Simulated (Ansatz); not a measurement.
Geometry relaxation, with input and output: Si₂H₆O₃

Si₂H₆O₃, SMILES O[SiH](O)O[SiH3], computed with RKS PBE-D4/def2-SVP (Ansatz 0.2.0).

The geometry: force-field start. Figures and captions count atoms from 1; the log counts them from 0 in places.

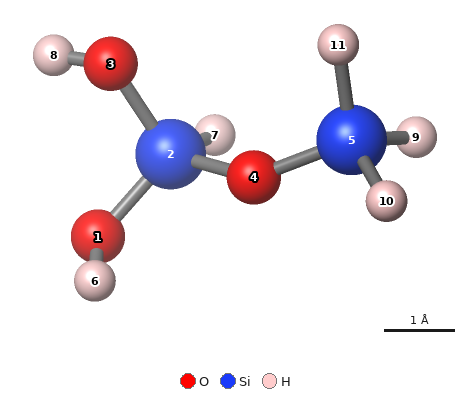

Fig. 1: The structure as given in the input (ball-and-stick view, seen at a tilt; atoms are numbered from 1 in the order of the input).

The input:
```yaml
crystal:
  periodic: [false, false, false]
  atoms:
    - {symbol: O, position_ang: [-1.831700, 0.933600, 1.216800]}
    - {symbol: Si, position_ang: [-0.372800, 0.373700, 0.932200]}
    - {symbol: O, position_ang: [-0.259400, -1.011400, 1.793500]}
    - {symbol: O, position_ang: [-0.125500, 0.080200, -0.674400]}
    - {symbol: Si, position_ang: [1.008300, -0.321700, -1.750500]}
    - {symbol: H, position_ang: [-2.527100, 0.750700, 0.524100]}
    - {symbol: H, position_ang: [0.665800, 1.350200, 1.398800]}
    - {symbol: H, position_ang: [-0.589900, -0.953300, 2.681400]}
    - {symbol: H, position_ang: [2.046400, 0.763900, -1.675400]}
    - {symbol: H, position_ang: [0.441600, -0.408700, -3.076800]}
    - {symbol: H, position_ang: [1.609800, -1.614200, -1.349100]}
basis:
  gaussian: {orbitals: def2-SVP}
hamiltonian: {xc: pbe, dispersion: d4}
relax: {f_tol: 0.03, max_steps: 200}
```

Machine: 4 threads of Arm Neoverse V2, 23 GiB of memory available, shared host.

Launch command:
```bash
ansatz run in.yaml --threads 4 --pin off --events-out ev --progress --plain --max-ram 10444MiB
```

What the program printed:
```
Functional definition: PBE
  name "PBE"
  cite "Perdew, Burke & Ernzerhof, Phys. Rev. Lett. 77, 3865 (1996) doi:10.1103/PhysRevLett.77.3865"
  parent pbe
  parameter kappa = 0.804
  parameter beta = 0.06672455060314922
  exchange = pbe_x(kappa = kappa, mu = beta*pi^2/3)
  correlation = pbe_c(beta = beta)
1169 factors; their error is unknown
mean field evaluation 1: about -21960.0388 eV, gradient 8.8e1 eV
mean field evaluation 2: about -21918.7226 eV, gradient 1.7e2 eV
mean field evaluation 4: about -21973.1505 eV, gradient 1.3e1 eV
mean field evaluation 8: about -21973.4392 eV, gradient 3.0e-1 eV
mean field evaluation 16: about -21973.3646 eV, gradient 1.9e-4 eV
mean field -21973.36464936 eV, -807.5062567824 hartree, gradient 4.0e-5 eV, S^2 0.000000; 0 other end points of the search recorded, 0 dependent functions left out
the calculation of the forces begins
reference -21973.36468823 eV, -807.5062582108 hartree; 29, 29 occupied and 79, 79 virtual orbitals, 1169 factors
relax step   1: F+E_penalty+E_count = -21973.59928323 eV  Δ(F+E_penalty+E_count) = +0.000e0 eV  max|allowed force component| = 3.530e0 eV/Å  Δτ_max = 0.0000 Å  (27 SCF iters, accepted)
these checks for a lower state are left out or cut short: starts, cluster_reference, orbital_swaps, neighbouring_geometries, increment
1169 factors; their error is unknown
mean field -21973.63271864 eV, -807.5161081468 hartree, gradient 1.4e-5 eV, S^2 0.000000; 0 other end points of the search recorded, 0 dependent functions left out
[... from here on the field's lines of each further geometry are left out, up to the last ...]
relax step   2: F+E_penalty+E_count = -21973.86579048 eV  Δ(F+E_penalty+E_count) = -2.665e-1 eV  max|allowed force component| = 1.546e0 eV/Å  Δτ_max = 0.0904 Å  (29 SCF iters, accepted)
relax step   3: F+E_penalty+E_count = -21973.92958414 eV  Δ(F+E_penalty+E_count) = -6.379e-2 eV  max|allowed force component| = 6.065e-1 eV/Å  Δτ_max = 0.1999 Å  (33 SCF iters, accepted)
relax step   4: F+E_penalty+E_count = -21973.88068720 eV  Δ(F+E_penalty+E_count) = +4.890e-2 eV  max|allowed force component| = 9.958e-1 eV/Å  Δτ_max = 0.1844 Å  (34 SCF iters, rejected (line search))
relax step   5: F+E_penalty+E_count = -21973.96602126 eV  Δ(F+E_penalty+E_count) = -3.644e-2 eV  max|allowed force component| = 1.094e-1 eV/Å  Δτ_max = 0.0922 Å  (28 SCF iters, accepted)
relax step   6: F+E_penalty+E_count = -21973.97274288 eV  Δ(F+E_penalty+E_count) = -6.722e-3 eV  max|allowed force component| = 5.369e-2 eV/Å  Δτ_max = 0.1000 Å  (30 SCF iters, accepted)
relax step   7: F+E_penalty+E_count = -21973.96067054 eV  Δ(F+E_penalty+E_count) = +1.207e-2 eV  max|allowed force component| = 1.070e0 eV/Å  Δτ_max = 0.1256 Å  (28 SCF iters, rejected (line search))
relax step   8: F+E_penalty+E_count = -21973.97546852 eV  Δ(F+E_penalty+E_count) = -2.726e-3 eV  max|allowed force component| = 2.204e-2 eV/Å  Δτ_max = 0.0628 Å  (28 SCF iters, accepted)
relax step   9: F+E_penalty+E_count = -21973.97577210 eV  Δ(F+E_penalty+E_count) = -3.036e-4 eV  max|allowed force component| = 3.141e-1 eV/Å  Δτ_max = 0.0739 Å  (29 SCF iters, accepted)
relax step  10: F+E_penalty+E_count = -21973.97679901 eV  Δ(F+E_penalty+E_count) = -1.027e-3 eV  max|allowed force component| = 1.190e-1 eV/Å  Δτ_max = 0.1125 Å  (28 SCF iters, accepted)
relax step  11: F+E_penalty+E_count = -21973.97946888 eV  Δ(F+E_penalty+E_count) = -2.670e-3 eV  max|allowed force component| = 2.085e-2 eV/Å  Δτ_max = 0.0748 Å  (28 SCF iters, accepted)
relax step  12: F+E_penalty+E_count = -21973.98034696 eV  Δ(F+E_penalty+E_count) = -8.781e-4 eV  max|allowed force component| = 9.344e-2 eV/Å  Δτ_max = 0.1016 Å  (27 SCF iters, accepted)
relax step  13: F+E_penalty+E_count = -21973.98093703 eV  Δ(F+E_penalty+E_count) = -5.901e-4 eV  max|allowed force component| = 6.255e-2 eV/Å  Δτ_max = 0.0236 Å  (28 SCF iters, accepted)
relax step  14: F+E_penalty+E_count = -21973.98193328 eV  Δ(F+E_penalty+E_count) = -9.963e-4 eV  max|allowed force component| = 3.388e-2 eV/Å  Δτ_max = 0.0271 Å  (27 SCF iters, accepted)
relax step  15: F+E_penalty+E_count = -21973.98233809 eV  Δ(F+E_penalty+E_count) = -4.048e-4 eV  max|allowed force component| = 1.871e-2 eV/Å  Δτ_max = 0.0349 Å  (27 SCF iters, accepted)
relax step  16: F+E_penalty+E_count = -21973.98191103 eV  Δ(F+E_penalty+E_count) = +4.271e-4 eV  max|allowed force component| = 1.304e-1 eV/Å  Δτ_max = 0.1496 Å  (27 SCF iters, rejected (line search))
the calculation of the forces begins
reference -21973.74863446 eV, -807.5203679745 hartree; 29, 29 occupied and 79, 79 virtual orbitals, 1169 factors
relax step  17: F+E_penalty+E_count = -21973.98303647 eV  Δ(F+E_penalty+E_count) = -6.984e-4 eV  max|allowed force component| = 2.979e-2 eV/Å  Δτ_max = 0.0730 Å  (27 SCF iters, accepted)
```

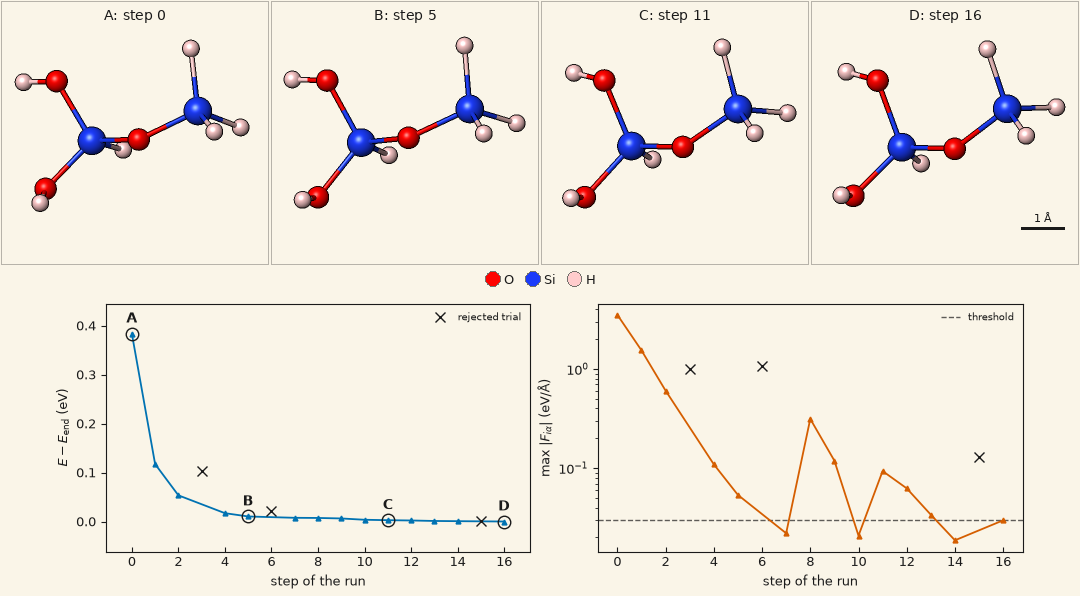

Fig. 2: Frames of the relaxation (ball-and-stick view, seen at a tilt) above the curves, on which the letters mark them (the first geometry is step 0 here and step 1 in the log).

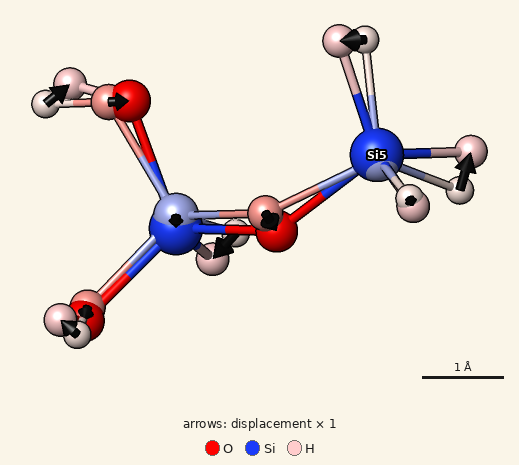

Fig. 3: Start (faint) and end (solid) with the displacements as black arrows, at true length (ball-and-stick view, seen at a tilt). The two geometries are laid on each other by the best rigid fit. After 16 geometry steps the energy has fallen by 0.384 eV. The largest force component goes from 3.5 to 0.03 eV/Å. The line search rejected the trial steps at points 3, 6, 15 (counted from 0) and went back. The atom that moves furthest after the best rigid fit is H9 (0.50 Å). Largest moves by element: H 0.50 Å, O 0.33 Å, Si 0.17 Å. Among the contacts that change: O1–Si2 1.588 → 1.666 Å, O4–Si5 1.614 → 1.678 Å, Si5–H10 1.445 → 1.502 Å, Si2–O3 1.635 → 1.673 Å. Among the angles that change: O1–Si2–O3 105.5° → 113.6°, O3–Si2–O4 110.6° → 104.4°, O1–Si2–H7 110.5° → 104.5°. (Atoms are counted from 1 in the order of the input.)

```
1169 factors; their error is unknown
mean field -21973.74859459 eV, -807.5203665094 hartree, gradient 1.6e-5 eV, S^2 0.000000; 1 other end points of the search recorded, 0 dependent functions left out
the calculation of the forces begins
reference -21973.74863446 eV, -807.5203679745 hartree; 29, 29 occupied and 79, 79 virtual orbitals, 1169 factors
Total energy: -21973.98307634 eV, -807.5289835546 hartree
Atom 0 at    -2.002262     1.005483     1.131998 Å, force     0.001792    -0.029785    -0.025627 eV/Å
Atom 1 at    -0.413090     0.534681     0.958783 Å, force    -0.011193     0.004230    -0.005097 eV/Å
Atom 2 at    -0.091370    -0.981033     1.590599 Å, force     0.003242     0.008212    -0.003668 eV/Å
Atom 3 at    -0.036060     0.398814    -0.653587 Å, force     0.011550    -0.019373     0.016346 eV/Å
Atom 4 at     1.041108    -0.348335    -1.700571 Å, force     0.005778     0.007090     0.013073 eV/Å
Atom 5 at    -2.641451     0.487669     0.609320 Å, force     0.018327     0.019075     0.019566 eV/Å
Atom 6 at     0.371236     1.614334     1.627013 Å, force    -0.005360    -0.007507    -0.003699 eV/Å
Atom 7 at    -0.243950    -1.078470     2.546480 Å, force    -0.000304     0.010197    -0.010520 eV/Å
Atom 8 at     2.360713     0.379633    -1.692798 Å, force    -0.023324    -0.017702    -0.001004 eV/Å
Atom 9 at     0.452014    -0.284071    -3.081054 Å, force     0.008698    -0.000923     0.011230 eV/Å
Atom 10 at     1.268613    -1.785706    -1.315584 Å, force    -0.009206     0.026487    -0.010601 eV/Å
Dipole moment:    -0.110628    -0.209724     0.159437 e Å
```

Trajectory as extended XYZ (Å, eV, eV/Å), 10 of the 17 frames kept, from step=1 to step=17:
```
11
Properties=species:S:1:pos:R:3:forces:R:3 step=1 energy=-21973.59928
O    -1.8317    0.9336    1.2168   -3.5298   1.2148  -0.7615
Si   -0.3728    0.3737    0.9322    2.3684  -0.0190  -0.1373
O    -0.2594   -1.0114    1.7935    0.9340  -1.3047  -0.7849
O    -0.1255    0.0802   -0.6744   -1.7788   0.2377   1.1550
Si    1.0083   -0.3217   -1.7505    1.7619   0.0307  -0.0974
H    -2.5271    0.7507    0.5241    0.7870   0.2683   0.8922
H     0.6658    1.3502    1.3988   -0.1247   0.0670  -0.0617
H    -0.5899   -0.9533    2.6814   -0.4392   0.0205   1.1006
H     2.0464    0.7639   -1.6754    0.2005  -0.0447  -0.2468
H     0.4416   -0.4087   -3.0768   -0.4369  -0.0563  -1.0032
H     1.6098   -1.6142   -1.3491    0.2576  -0.4143  -0.0550
11
Properties=species:S:1:pos:R:3:forces:R:3 step=3 energy=-21973.92958
O    -1.8696    1.1237    1.1370    0.1253  -0.2995   0.1552
Si   -0.3547    0.4233    1.0017    0.1770   0.2296  -0.6065
O    -0.1643   -1.0266    1.8086   -0.2935   0.1153   0.1021
O    -0.1130    0.0545   -0.6050    0.1333   0.0505  -0.0252
Si    1.0563   -0.3306   -1.7453   -0.1455  -0.0107   0.0798
H    -2.5455    0.6215    0.6433   -0.0286   0.0953   0.0149
H     0.6273    1.4442    1.4674   -0.0578   0.0424   0.0373
H    -0.7441   -1.0326    2.5888    0.0224  -0.2250   0.2540
H     2.1276    0.7335   -1.7819   -0.0436  -0.0668  -0.0231
H     0.3611   -0.4064   -3.0817    0.1098  -0.0015   0.0811
H     1.6844   -1.6615   -1.4122    0.0014   0.0700  -0.0697
11
Properties=species:S:1:pos:R:3:forces:R:3 step=5 energy=-21973.96602
O    -1.8790    1.1043    1.1357    0.0133  -0.0243   0.0241
Si   -0.3604    0.4278    0.9950    0.0126   0.0490  -0.1094
O    -0.2273   -1.0165    1.8220   -0.0090  -0.0527  -0.0430
O    -0.0708    0.0612   -0.5984    0.0429  -0.0146  -0.0168
Si    1.0658   -0.3335   -1.7629   -0.0119   0.0106   0.0754
H    -2.5645    0.6274    0.6338   -0.0253   0.0282   0.0064
H     0.5969    1.4591    1.4915   -0.0264   0.0076   0.0042
H    -0.7011   -1.0376    2.6702    0.0102   0.0000   0.0685
H     2.1524    0.7104   -1.8063   -0.0168  -0.0227  -0.0141
H     0.3685   -0.3867   -3.0930    0.0131   0.0068   0.0218
H     1.6851   -1.6730   -1.4670   -0.0027   0.0120  -0.0171
11
Properties=species:S:1:pos:R:3:forces:R:3 step=6 energy=-21973.97274
O    -1.8896    1.1147    1.1395   -0.0528   0.0537  -0.0067
Si   -0.3811    0.4304    0.9751    0.0341   0.0131  -0.0113
O    -0.2566   -1.0345    1.7666    0.0139  -0.0526   0.0215
O    -0.0803    0.0736   -0.6156    0.0016   0.0240  -0.0405
Si    1.0741   -0.3394   -1.7534   -0.0283   0.0064   0.0006
H    -2.6071    0.6504    0.6732   -0.0071  -0.0134  -0.0030
H     0.5664    1.4637    1.4893   -0.0061  -0.0275   0.0111
H    -0.6013   -1.0385    2.6760    0.0180   0.0091   0.0242
H     2.1710    0.6910   -1.7883    0.0155  -0.0025   0.0105
H     0.4006   -0.3824   -3.0944    0.0019  -0.0083  -0.0051
H     1.6695   -1.6859   -1.4473    0.0092  -0.0022  -0.0012
11
Properties=species:S:1:pos:R:3:forces:R:3 step=8 energy=-21973.97547
O    -1.9000    1.1216    1.1333   -0.0034   0.0220  -0.0090
Si   -0.3930    0.4312    0.9656    0.0017  -0.0110  -0.0008
O    -0.2670   -1.0416    1.7466    0.0012  -0.0022  -0.0095
O    -0.0921    0.0890   -0.6297   -0.0163   0.0191   0.0080
Si    1.0730   -0.3398   -1.7508   -0.0030  -0.0018  -0.0027
H    -2.6252    0.6511    0.6852    0.0040  -0.0131  -0.0043
H     0.5555    1.4550    1.4957   -0.0037  -0.0087   0.0036
H    -0.5392   -1.0301    2.6806    0.0130   0.0008   0.0112
H     2.1840    0.6766   -1.7685    0.0048  -0.0029   0.0044
H     0.4184   -0.3777   -3.1013    0.0021  -0.0030  -0.0015
H     1.6512   -1.6924   -1.4361   -0.0004   0.0008   0.0004
11
Properties=species:S:1:pos:R:3:forces:R:3 step=10 energy=-21973.97680
O    -1.9415    1.0941    1.1405   -0.0959  -0.0722  -0.1190
Si   -0.4172    0.4458    0.9637    0.0242   0.0063  -0.0033
O    -0.2328   -1.0425    1.7027    0.0056   0.0029  -0.0004
O    -0.1205    0.1585   -0.6453   -0.0078   0.0043   0.0186
Si    1.0531   -0.3441   -1.7303    0.0065   0.0106   0.0167
H    -2.6277    0.6591    0.5985    0.0695   0.0506   0.0929
H     0.4994    1.4771    1.5321    0.0239   0.0021   0.0092
H    -0.3547   -1.0393    2.6682   -0.0062   0.0004  -0.0178
H     2.2216    0.6064   -1.7097   -0.0057  -0.0059  -0.0046
H     0.4403   -0.3457   -3.1008   -0.0016   0.0008   0.0045
H     1.5454   -1.7264   -1.3990   -0.0126   0.0001   0.0031
11
Properties=species:S:1:pos:R:3:forces:R:3 step=12 energy=-21973.98035
O    -1.9739    1.0620    1.1342    0.0153  -0.0036   0.0320
Si   -0.4152    0.5011    0.9592   -0.0026  -0.0262  -0.0281
O    -0.1693   -1.0238    1.6070   -0.0214   0.0732  -0.0142
O    -0.0685    0.3266   -0.6560    0.0934  -0.0247  -0.0455
Si    1.0541   -0.3402   -1.7122   -0.0080  -0.0267   0.0584
H    -2.6530    0.5687    0.6403    0.0203  -0.0045  -0.0061
H     0.4363    1.5400    1.6142   -0.0278  -0.0168  -0.0225
H    -0.3073   -1.0781    2.5685    0.0038  -0.0270   0.0174
H     2.3079    0.4987   -1.7470   -0.0586  -0.0224   0.0072
H     0.4375   -0.3660   -3.0811    0.0002   0.0213   0.0044
H     1.4168   -1.7459   -1.3065   -0.0145   0.0574  -0.0028
11
Properties=species:S:1:pos:R:3:forces:R:3 step=13 energy=-21973.98094
O    -1.9773    1.0522    1.1376    0.0008  -0.0142   0.0019
Si   -0.4146    0.5039    0.9574    0.0025  -0.0213  -0.0307
O    -0.1568   -1.0188    1.6047   -0.0132   0.0573  -0.0040
O    -0.0677    0.3328   -0.6586    0.0426  -0.0290   0.0060
Si    1.0503   -0.3478   -1.7098   -0.0077   0.0625   0.0529
H    -2.6483    0.5627    0.6284    0.0198   0.0048   0.0077
H     0.4284    1.5502    1.6098   -0.0148  -0.0142  -0.0131
H    -0.2934   -1.0794    2.5662    0.0034  -0.0161  -0.0017
H     2.3068    0.4850   -1.7347   -0.0172  -0.0340   0.0064
H     0.4414   -0.3433   -3.0825    0.0015  -0.0317   0.0060
H     1.3967   -1.7546   -1.2980   -0.0178   0.0360  -0.0315
11
Properties=species:S:1:pos:R:3:forces:R:3 step=15 energy=-21973.98234
O    -1.9896    1.0326    1.1343    0.0014  -0.0143  -0.0139
Si   -0.4141    0.5206    0.9593   -0.0045  -0.0020   0.0187
O    -0.1278   -0.9982    1.5989    0.0055  -0.0058  -0.0008
O    -0.0469    0.3623   -0.6518    0.0039   0.0065  -0.0106
Si    1.0478   -0.3460   -1.7054   -0.0030  -0.0057   0.0079
H    -2.6445    0.5275    0.6197    0.0041   0.0048   0.0064
H     0.3986    1.5842    1.6188    0.0009  -0.0027  -0.0019
H    -0.2737   -1.0866    2.5565   -0.0036   0.0132  -0.0019
H     2.3347    0.4360   -1.7192   -0.0057  -0.0065  -0.0008
H     0.4415   -0.3212   -3.0789    0.0032   0.0048  -0.0006
H     1.3394   -1.7682   -1.3116   -0.0021   0.0078  -0.0025
11
Properties=species:S:1:pos:R:3:forces:R:3 step=17 energy=-21973.98304
O    -2.0023    1.0055    1.1320    0.0018  -0.0298  -0.0256
Si   -0.4131    0.5347    0.9588   -0.0112   0.0042  -0.0051
O    -0.0914   -0.9810    1.5906    0.0032   0.0082  -0.0037
O    -0.0361    0.3988   -0.6536    0.0115  -0.0194   0.0163
Si    1.0411   -0.3483   -1.7006    0.0058   0.0071   0.0131
H    -2.6415    0.4877    0.6093    0.0183   0.0191   0.0196
H     0.3712    1.6143    1.6270   -0.0054  -0.0075  -0.0037
H    -0.2440   -1.0785    2.5465   -0.0003   0.0102  -0.0105
H     2.3607    0.3796   -1.6928   -0.0233  -0.0177  -0.0010
H     0.4520   -0.2841   -3.0811    0.0087  -0.0009   0.0112
H     1.2686   -1.7857   -1.3156   -0.0092   0.0265  -0.0106
```

Results in brief:

- outcome: converged
- total energy: −21973.9831 eV
- mean-field energy: −21973.7486 eV
- dispersion energy: −0.2344 eV
- SCF solution under orbital rotations: stable
- largest force (length of the vector) at the end: 0.039 eV/Å
- dipole moment: 1.37 D
- wall time: 20 s (CPU time 72 s)
- peak memory: 0.14 GiB
